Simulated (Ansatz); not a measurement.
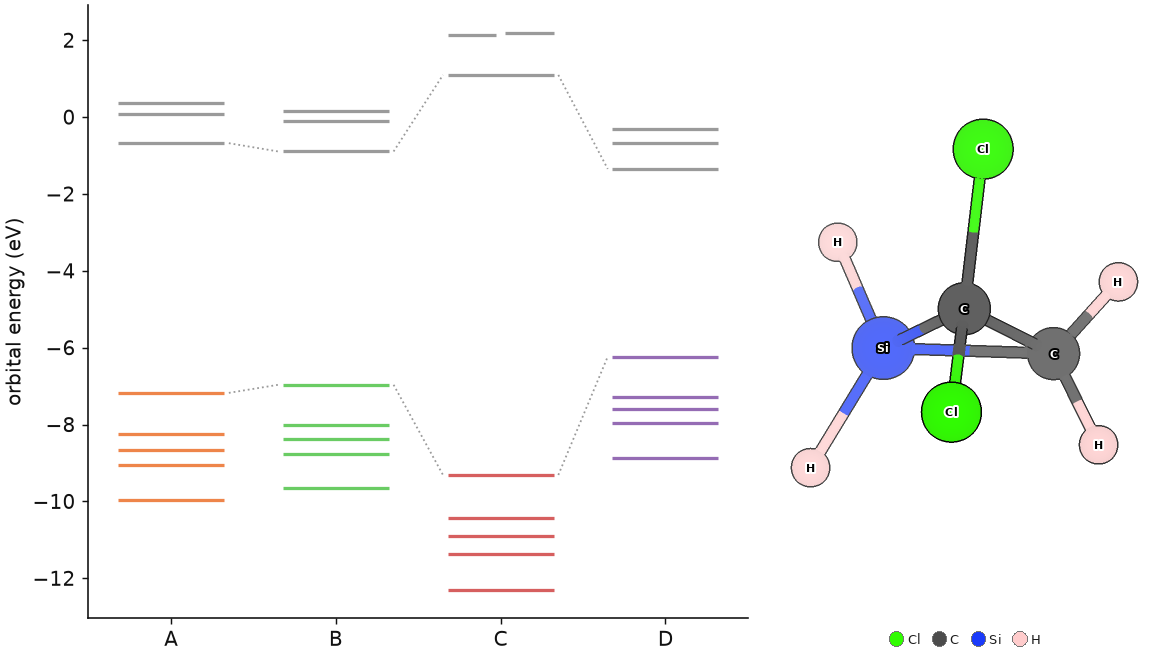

Frontier orbital energies of C₂H₄Cl₂Si, SMILES ClC1(Cl)C[SiH2]1 at one geometry, def2-TZVPP, the Ansatz code 0.2.0, at a PBE0-D4/def2-TZVP geometry (no frequency check). Empty levels are grey, levels within 0.1 eV stand side by side; all columns show the same few orbitals around the gap. Dotted lines join the HOMOs and the LUMOs.

> The columns come from B3LYP, PBE0, r2SCAN and ωB97M-V. Which is which?

A: PBE0 (HOMO −7.18, LUMO −0.68, separation 6.50 eV)
B: B3LYP (HOMO −6.97, LUMO −0.90, separation 6.07 eV)
C: ωB97M-V (HOMO −9.31, LUMO 1.10, separation 10.41 eV)
D: r2SCAN (HOMO −6.23, LUMO −1.35, separation 4.88 eV)

Limits of at least one run: empty levels above zero depend strongly on the basis.
